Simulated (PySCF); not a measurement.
C5H5F3 (SMILES CC#CCC(F)(F)F)

The calculation's input:

```
{"job": {"kind": "nmr", "xc": "PBE0", "basis": "pcSseg-1", "pop": false}, "charge": 0, "multiplicity": 1}
C      2.578100     0.390700     0.893100
C      1.317600     0.116700     0.245100
C      0.284800    -0.116800    -0.314700
C     -0.997000    -0.384400    -0.941600
C     -2.129800    -0.119800     0.037000
F     -3.328600    -0.364200    -0.523200
F     -2.164100     1.151100     0.459900
F     -2.060000    -0.890100     1.131200
H      2.428600     0.460500     1.969700
H      2.986800     1.332500     0.529100
H      3.286400    -0.409900     0.683800
H     -1.144500     0.263900    -1.809700
H     -1.062700    -1.429700    -1.256000
```

Launched as:

```sh
OMP_NUM_THREADS=1 python probes_run.py task.json out
```

Geometry: GFN2-xTB, NEB image 0 of 0 to 8.

These are results of PySCF 2.14.0, PBE0/pcSseg-1, SCF density, gas phase, non-relativistic, not measurements.

**What will maps of the electron density and electron localisation function show?**

C–C (1.20 Å): ρ is about 2.7 e/Å³ halfway; the ELF peaks at about 0.85 between the atoms (a short, multiple covalent bond).
C–F (1.35 Å): ρ is about 2.3 e/Å³ halfway, with its minimum of 1.9 e/Å³ about 0.5 Å from C; the ELF peaks at about 0.85 between the atoms, as expected for a shared but strongly polarised pair.

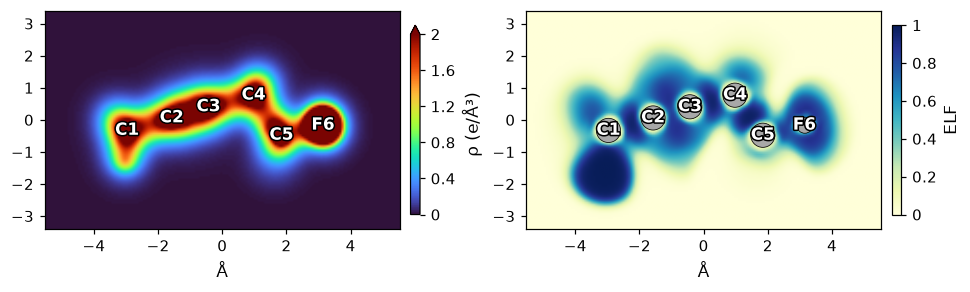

Computed electron density and electron localisation function on the plane of atoms C3, C4 and C5, in this order. Grey discs cover the atomic cores in the ELF map. 
